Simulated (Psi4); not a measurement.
**SiCl2 (SMILES Cl[Si]Cl): PBE/aug-pcseg-2**

We compute the charge distribution of SiCl2. 

The calculation is run with Psi4 1.11.

2 further runs of the same task are left out: 2 set aside as unsound or not needed. Runs told in other sessions of the task aren't counted.

## 1. The structure to begin with

SiCl2: 3 atoms, total charge 0, spin state singlet. As SMILES, `Cl[Si]Cl`. Geometry: relaxed at PBE0-D4/def2-TZVP.

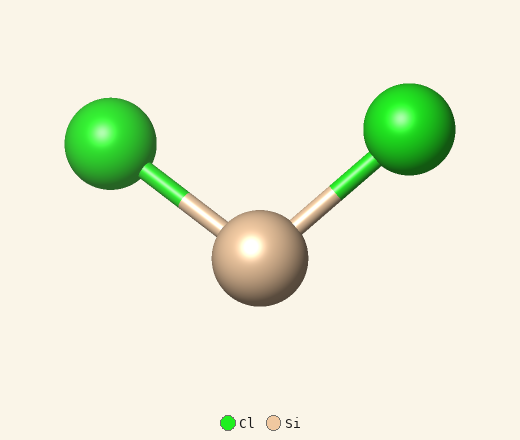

Viewed from a chosen angle; chlorine green, silicon light orange.

## 2. The charge distribution at PBE/aug-pcseg-2

Input file job.py:

```python
import psi4

psi4.set_memory(1600000000)
psi4.set_num_threads(1)
psi4.core.set_output_file('output.dat', False)

geom = psi4.geometry("""
0 1
Cl     0.293800     1.603800     0.338000
Si    -0.770100    -0.010400    -0.422000
Cl     0.476300    -1.593400     0.084000
units angstrom
symmetry c1
""")

psi4.set_options(dict(basis='aug-pcseg-2', puream=True, scf_type='pk', dft_radial_points=99, dft_spherical_points=590))

result, w = psi4.energy('PBE', molecule=geom, return_wfn=True)
psi4.oeprop(w, 'DIPOLE', 'QUADRUPOLE', 'MULLIKEN_CHARGES', 'LOWDIN_CHARGES', title='PBE')
print('E =', round(result, 9))
```

On the command line:

```sh
$ python job.py
```

output.dat:

```text
=> Loading Basis Set <=

    Name: AUG-PCSEG-2
    Role: ORBITAL
    Keyword: BASIS

         ---------------------------------------------------------
                                   SCF
                              RKS Reference
                        1 Threads,   1525 MiB Core
         ---------------------------------------------------------

  ==> Geometry <==

    Molecular point group: c1
    Full point group: Cs

    Geometry (in Angstrom), charge = 0, multiplicity = 1:

       Center              X                  Y                   Z               Mass
    ------------   -----------------  -----------------  -----------------  -----------------
         CL           0.357194820952     1.610594751074     0.000000000000    34.968852682000
         SI          -0.940850913083    -0.011195038743    -0.000000000000    27.976926534650
         CL           0.395535533537    -1.601638129611    -0.000000000000    34.968852682000

  Running in c1 symmetry.

  Rotational constants: A =      0.48614  B =      0.09343  C =      0.07837 [cm^-1]
  Rotational constants: A =  14573.97015  B =   2800.85030  C =   2349.34852 [MHz]
  Nuclear repulsion =  168.862006344462941

  Charge       = 0
  Multiplicity = 1
  Electrons    = 48
  Nalpha       = 24
  Nbeta        = 24

  ==> Algorithm <==

  SCF Algorithm Type is PK.
  DIIS enabled.
  MOM disabled.
  Fractional occupation disabled.
  Guess Type is SAD.
  Energy threshold   = 1.00e-06
  Density threshold  = 1.00e-06
  Integral threshold = 1.00e-12

  ==> Primary Basis <==

  Basis Set: AUG-PCSEG-2
    Blend: AUG-PCSEG-2
    Number of shells: 48
    Number of basis functions: 150
    Number of Cartesian functions: 177
    Spherical Harmonics?: true
    Max angular momentum: 3

  ==> DFT Potential <==

   => LibXC <=

    Version 7.1.2

   => Composite Functional: PBE <=

    PBE GGA Exchange-Correlation Functional

    Deriv               =              1
    GGA                 =           TRUE
    Meta                =          FALSE

    Exchange Hybrid     =          FALSE
    MP2 Hybrid          =          FALSE

   => Exchange Functionals <=

    1.0000     XC_GGA_X_PBE

   => Correlation Functionals <=

    1.0000     XC_GGA_C_PBE

   => LibXC Density Thresholds  <==

    XC_GGA_C_PBE:  1.00E-12
    XC_GGA_X_PBE:  1.00E-15

   => Molecular Quadrature <=

    Radial Scheme          =       TREUTLER
    Pruning Scheme         =           NONE
    Nuclear Scheme         =       TREUTLER

    Blocking Scheme        =         OCTREE
    BS radius alpha        =              1
    Pruning alpha          =              1
    Radial Points          =             99
    Spherical Points       =            590
    Total Points           =         172751
    Total Blocks           =           1479
    Max Points             =            256
    Max Functions          =            147
    Weights Tolerance      =       1.00E-15

  ==> Integral Setup <==

  Using integral reordering PK algorithm.
  Sizing the integral batches needed.
  Building batch lookup table.
   Calculation information:
      Number of atoms:                   3
      Number of AO shells:              48
      Number of primitives:             99
      Number of atomic orbitals:       177
      Number of basis functions:       150

      Integral cutoff                 1.00e-12
      Number of threads:                 1

	Batch   1 pq = [       0,   11325] index = [             0,64133475] size =     64133475
  Task number: 3
  Buffer size: 30375000
  Buffer per thread: 2
  We computed 721889 shell quartets total.
  Whereas there are 692076 unique shell quartets.
     4.31 percent of shell quartets recomputed by reordering.

  ==> DiskJK: Disk-Based J/K Matrices <==

    J tasked:                  Yes
    K tasked:                   No
    wK tasked:                  No
    Memory [MiB]:             1029
    Schwarz Cutoff:          1E-12

  Cached 16.7% of DFT collocation blocks in 0.098 [GiB].

  Minimum eigenvalue in the overlap matrix is 9.1542616996E-04.
  Reciprocal condition number of the overlap matrix is 1.5657910159E-04.
    Using symmetric orthogonalization.

  ==> Pre-Iterations <==

  SCF Guess: Superposition of Atomic Densities via on-the-fly atomic UHF (no occupation information).

   -------------------------
    Irrep   Nso     Nmo
   -------------------------
     A        150     150
   -------------------------
    Total     150     150
   -------------------------

  ==> Iterations <==

                        Total Energy        Delta E     RMS |[F,P]|

   @RKS iter SAD: -1209.31227310966619   -1.20931e+03   0.00000e+00
   @RKS iter   1: -1209.42551464859366   -1.13242e-01   2.85761e-03 DIIS/ADIIS
   @RKS iter   2: -1209.40272538865929    2.27893e-02   3.07307e-03 DIIS/ADIIS
   @RKS iter   3: -1209.50422627987996   -1.01501e-01   3.44573e-04 DIIS/ADIIS
   @RKS iter   4: -1209.50554299303508   -1.31671e-03   6.67057e-05 DIIS
   @RKS iter   5: -1209.50558852413224   -4.55311e-05   3.12840e-05 DIIS
   @RKS iter   6: -1209.50559831659893   -9.79247e-06   1.27073e-05 DIIS
   @RKS iter   7: -1209.50560025949540   -1.94290e-06   2.31050e-06 DIIS
   @RKS iter   8: -1209.50560034879982   -8.93044e-08   1.87638e-07 DIIS
  Energy and wave function converged.

  ==> Post-Iterations <==

   Electrons on quadrature grid:
      Ntotal   =   47.9999984524 ; deviation = -1.548e-06

    Orbital Energies [Eh]
    ---------------------

    Doubly Occupied:

       1A   -100.662735     2A   -100.662724     3A    -65.468857
       4A     -9.188118     5A     -9.188106     6A     -7.006926
       7A     -7.006915     8A     -7.004107     9A     -7.004095
      10A     -7.001869    11A     -7.001857    12A     -5.123028
      13A     -3.536585    14A     -3.532905    15A     -3.529815
      16A     -0.781118    17A     -0.756497    18A     -0.469453
      19A     -0.375653    20A     -0.337400    21A     -0.336463
      22A     -0.308711    23A     -0.290641    24A     -0.246717

    Virtual:

      25A     -0.136126    26A     -0.038955    27A     -0.033079
      28A     -0.008303    29A      0.013695    30A      0.019861
      31A      0.022133    32A      0.040586    33A      0.045439
      34A      0.058591    35A      0.058929    36A      0.060456
      37A      0.082940    38A      0.089524    39A      0.091841
      40A      0.108568    41A      0.113710    42A      0.125545
      43A      0.130737    44A      0.142233    45A      0.154322
      46A      0.175554    47A      0.181665    48A      0.182915
      49A      0.187779    50A      0.206083    51A      0.213165
      52A      0.216193    53A      0.231668    54A      0.237452
      55A      0.244309    56A      0.263723    57A      0.273034
      58A      0.275075    59A      0.280440    60A      0.287557
      61A      0.313497    62A      0.328997    63A      0.334217
      64A      0.379148    65A      0.382314    66A      0.409339
      67A      0.415988    68A      0.426196    69A      0.470397
      70A      0.487368    71A      0.489488    72A      0.501275
      73A      0.523815    74A      0.527632    75A      0.546985
      76A      0.550064    77A      0.565704    78A      0.589447
      79A      0.592228    80A      0.594185    81A      0.595568
      82A      0.610551    83A      0.627248    84A      0.656849
      85A      0.675034    86A      0.700013    87A      0.701405
      88A      0.725288    89A      0.747142    90A      0.767100
      91A      0.767814    92A      0.782903    93A      0.801708
      94A      0.801810    95A      0.816461    96A      0.820058
      97A      0.854236    98A      0.871845    99A      0.910995
     100A      0.950880   101A      1.133613   102A      1.164246
     103A      1.236885   104A      1.279321   105A      1.404820
     106A      1.535275   107A      1.541435   108A      1.560399
     109A      1.620113   110A      1.631940   111A      1.715946
     112A      1.779425   113A      2.156006   114A      2.157622
     115A      2.157805   116A      2.161457   117A      2.174602
     118A      2.177786   119A      2.179462   120A      2.189051
     121A      2.237513   122A      2.258417   123A      2.273669
     124A      2.285192   125A      2.289724   126A      2.344853
     127A      2.373923   128A      2.375665   129A      2.412635
     130A      2.523053   131A      2.675822   132A      2.683413
     133A      3.099622   134A      3.125927   135A      3.128922
     136A      3.199983   137A      3.297376   138A      3.545093
     139A      3.550870   140A      3.560621   141A      3.565755
     142A      3.598579   143A      3.623743   144A      3.639292
     145A      3.719091   146A      3.997653   147A      4.400423
     148A     13.064314   149A     32.780449   150A     32.790320

    Final Occupation by Irrep:
              A
    DOCC [    24 ]
    NA   [    24 ]
    NB   [    24 ]

  @RKS Final Energy: -1209.50560034879982

   => Energetics <=

    Nuclear Repulsion Energy =            168.8620063444629409
    One-Electron Energy =               -2008.7039881146297375
    Two-Electron Energy =                 707.2151675617419642
    DFT Exchange-Correlation Energy =     -76.8787861403750128
    Empirical Dispersion Energy =           0.0000000000000000
    VV10 Nonlocal Energy =                  0.0000000000000000
    Total Energy =                      -1209.5056003487998169

Computation Completed

Properties will be evaluated at   0.000000,   0.000000,   0.000000 [a0]

Properties computed using the SCF density matrix

 Multipole Moments:

 ------------------------------------------------------------------------------------
     Multipole            Electronic (a.u.)      Nuclear  (a.u.)        Total (a.u.)
 ------------------------------------------------------------------------------------

 L = 1.  Multiply by 2.5417464519 to convert [e a0] to [Debye]
 Dipole X            :          0.3991367           -0.7095860           -0.3104494
 Dipole Y            :          0.0048959           -0.0084433           -0.0035473
 Dipole Z            :         -0.0000000           -0.0000000           -0.0000000
 Magnitude           :                                                    0.3104696

 ------------------------------------------------------------------------------------

	total time  =         13 seconds =       0.22 minutes

Properties will be evaluated at   0.000000,   0.000000,   0.000000 [a0]

Properties computed using the PBE density matrix

 Multipole Moments:

 ------------------------------------------------------------------------------------
     Multipole            Electronic (a.u.)      Nuclear  (a.u.)        Total (a.u.)
 ------------------------------------------------------------------------------------

 L = 1.  Multiply by 2.5417464519 to convert [e a0] to [Debye]
 Dipole X            :          0.3991367           -0.7095860           -0.3104494
 Dipole Y            :          0.0048959           -0.0084433           -0.0035473
 Dipole Z            :         -0.0000000           -0.0000000           -0.0000000
 Magnitude           :                                                    0.3104696

 L = 2.  Multiply by 1.3450342976 to convert [e a0^2] to [Debye ang]
 Quadrupole XX       :        -90.1272144           61.4988310          -28.6283835
 Quadrupole XY       :          3.0198293           -3.0071495            0.0126798
 Quadrupole XZ       :          0.0000000            0.0000000            0.0000000
 Quadrupole YY       :       -342.8989377          313.2151578          -29.6837799
 Quadrupole YZ       :         -0.0000000            0.0000000           -0.0000000
 Quadrupole ZZ       :        -27.0984627            0.0000000          -27.0984627
 Traceless XX        :         63.2476572          -63.4058319           -0.1581747
 Traceless YY        :       -189.5240661          188.3104948           -1.2135712
 Traceless ZZ        :        126.2764089         -124.9046629            1.3717460

 ------------------------------------------------------------------------------------
  Mulliken Charges: (a.u.)
   Center  Symbol    Alpha    Beta     Spin     Total
       1    CL     8.73157  8.73157  0.00000 -0.46315
       2    SI     6.53683  6.53683  0.00000  0.92635
       3    CL     8.73160  8.73160  0.00000 -0.46320

   Total alpha = 24.00000, Total beta = 24.00000, Total charge = -0.00000

  Lowdin Charges: (a.u.)
   Center  Symbol    Alpha    Beta     Spin     Total
       1    CL     8.53468  8.53468  0.00000 -0.06936
       2    SI     6.93063  6.93063  0.00000  0.13873
       3    CL     8.53469  8.53469  0.00000 -0.06937

  Total alpha = 24.00000, Total beta = 24.00000, Total charge =  0.00000
```

The script printed:

```text
E = -1209.505600349
```

Run time: 15 s. Hardware: 1 thread of Intel Xeon 6975P-C (Granite Rapids), shared host; peak memory 1.2 GiB.

Atomic charges (e):

```
atom  Löwdin  Mulliken
 Cl1  -0.069    -0.463
 Si2  +0.139    +0.926
 Cl3  -0.069    -0.463
```

## 3. Outcome

Level: PBE/aug-pcseg-2.

```
     quantity           value
 total energy  -1209.50560 Eh
dipole moment          0.79 D
  HOMO energy        -6.71 eV
  LUMO energy        -3.70 eV
HOMO–LUMO gap         3.01 eV
```

Mulliken charges run from -0.46 on Cl3 to +0.93 on Si2; in a basis this large or diffuse they mean little.
